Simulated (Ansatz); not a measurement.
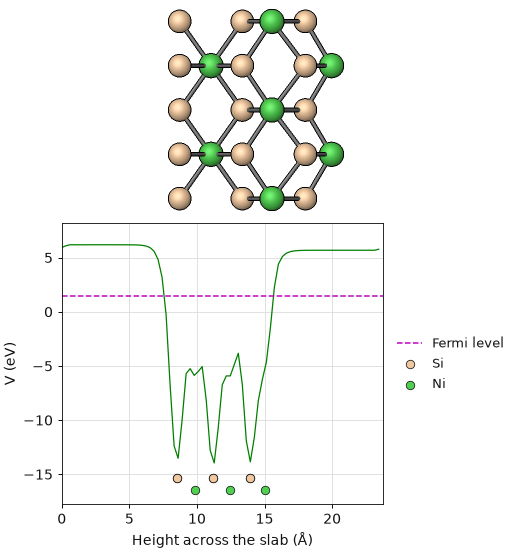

Plane-averaged electrostatic potential energy of an electron across the slab; circles at the bottom mark the heights of the atoms (positions after relaxation). The structure is drawn too.

Calculation on a (100) slab cut from Si₂Ni (Fm-3m), ended by Ni above and Si below, 9 atoms in the cell; a = 3.81 Å, b = 3.81 Å, c = 23.74 Å, α = 90.00°, β = 90.00°, γ = 90.00°.

Level of theory: DFT PBEsol, scalar-relativistic, plane waves, PAW, no spin polarisation, 8×8×1 k mesh; code Ansatz.

Question: What is the work function?

Answer: The work function is 4.27 eV at the right face and 4.77 eV at the left.

Question: How thick are slab and vacuum?

Answer: The outermost atoms are 6.5 Å apart, which leaves 17.2 Å of vacuum in a cell 23.7 Å high.

Question: Do the two faces differ, and what does that say about the slab's dipole?

Answer: The vacuum level is 0.51 eV higher at the left than at the right, so the slab carries a dipole along its normal; the ramp in the vacuum, at or near the edge of the plot, is the dipole correction that keeps each side flat. Some atoms were held fixed in the relaxation, which can itself make the faces differ.

The run has no spin polarisation, so a magnetic state may lie lower.
